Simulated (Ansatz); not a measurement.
# FH8NSi2: the cost of one run

Computed with Ansatz 0.2.0, Gaussian basis. Level: PBE0-D4/def2-SVP.

22 further runs of the same task are left out: 22 set aside as unsound or not needed.

### 1 Starting geometry

The first end: 12 atoms, charge 0, spin multiplicity 1.

Atoms are counted from 1 here; the program's logs count them from 0.

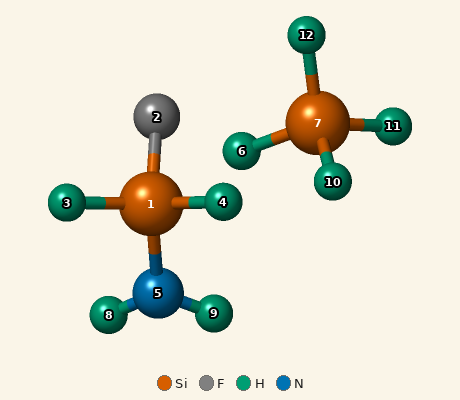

The starting geometry (silicon orange, fluorine grey, hydrogen teal, nitrogen blue); atoms are numbered from 1 in the order of the file.

Geometry (Å):

```csv
atom,x (Å),y (Å),z (Å)
Si1,-1.6531,-0.3200,0.7722
F2,-1.3103,-0.6579,-0.7621
H3,-2.7938,-1.1921,1.1277
H4,-1.9655,1.1249,0.8024
N5,-0.3877,-0.6262,1.8566
H6,1.8152,-0.7605,-1.1669
Si7,1.5684,0.6408,-1.5859
H8,-0.1717,-1.5568,2.1727
H9,0.4044,-0.0102,1.9344
H10,0.9755,1.3987,-0.4526
H11,2.8632,1.2761,-1.9465
H12,0.6554,0.6833,-2.7519
```

The second end:

```csv
atom,x (Å),y (Å),z (Å)
Si1,-1.0318,0.5278,0.3941
F2,0.6036,-2.4800,-0.3325
H3,-2.1329,-0.0806,-0.3995
H4,-1.4719,1.8435,0.9309
N5,-0.6364,-0.4842,1.7234
H6,0.8888,-1.7737,-0.8671
Si7,0.7404,0.9436,-1.1061
H8,-0.2908,-1.4132,1.5317
H9,-0.1861,-0.0849,2.5308
H10,1.9047,1.5926,-0.4440
H11,1.2717,-0.3460,-1.6733
H12,0.3409,1.7550,-2.2884
```

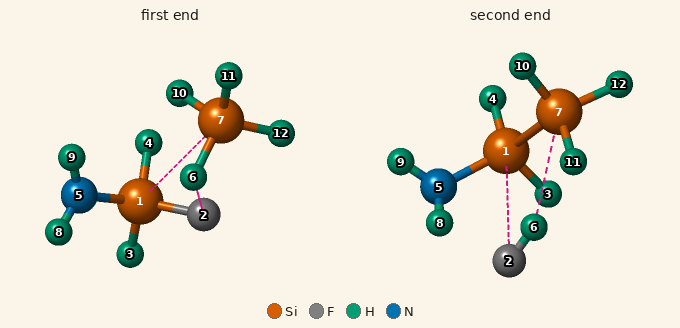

The two ends; dashed lines mark the contacts followed along the path.

### 2 The band at PBE0-D4/def2-SVP

File neb/in.yaml:

```yaml
crystal:
  periodic: [false, false, false]
  atoms:
    - {symbol: Si, position_ang: [-1.653093, -0.320049, 0.772160]}
    - {symbol: F, position_ang: [-1.310303, -0.657909, -0.762109]}
    - {symbol: H, position_ang: [-2.793843, -1.192137, 1.127682]}
    - {symbol: H, position_ang: [-1.965451, 1.124874, 0.802406]}
    - {symbol: N, position_ang: [-0.387671, -0.626173, 1.856642]}
    - {symbol: H, position_ang: [1.815182, -0.760490, -1.166883]}
    - {symbol: Si, position_ang: [1.568403, 0.640777, -1.585861]}
    - {symbol: H, position_ang: [-0.171749, -1.556798, 2.172704]}
    - {symbol: H, position_ang: [0.404436, -0.010226, 1.934391]}
    - {symbol: H, position_ang: [0.975515, 1.398713, -0.452631]}
    - {symbol: H, position_ang: [2.863250, 1.276085, -1.946485]}
    - {symbol: H, position_ang: [0.655429, 0.683332, -2.751916]}
basis:
  gaussian: {orbitals: def2-SVP}
hamiltonian: {xc: pbe0, dispersion: d4}
neb:
  images: 5
  climbing: true
  max_iterations: 40
  initial_path: idpp
  final_atoms:
    - {symbol: Si, position_ang: [-1.031839, 0.527838, 0.394072]}
    - {symbol: F, position_ang: [0.603615, -2.479977, -0.332515]}
    - {symbol: H, position_ang: [-2.132945, -0.080614, -0.399467]}
    - {symbol: H, position_ang: [-1.471926, 1.843514, 0.930905]}
    - {symbol: N, position_ang: [-0.636447, -0.484205, 1.723363]}
    - {symbol: H, position_ang: [0.888809, -1.773665, -0.867133]}
    - {symbol: Si, position_ang: [0.740398, 0.943650, -1.106051]}
    - {symbol: H, position_ang: [-0.290780, -1.413210, 1.531750]}
    - {symbol: H, position_ang: [-0.186099, -0.084889, 2.530831]}
    - {symbol: H, position_ang: [1.904683, 1.592634, -0.443971]}
    - {symbol: H, position_ang: [1.271692, -0.346032, -1.673315]}
    - {symbol: H, position_ang: [0.340939, 1.754954, -2.288368]}
```

Run with:

```sh
> ansatz run in.yaml --threads 4 --pin off --events-out ev --progress --plain --max-ram 9574MiB
```

**Question.** How long does this run take on 4 threads of Arm Neoverse V1, shared host?

About 3.7 min.
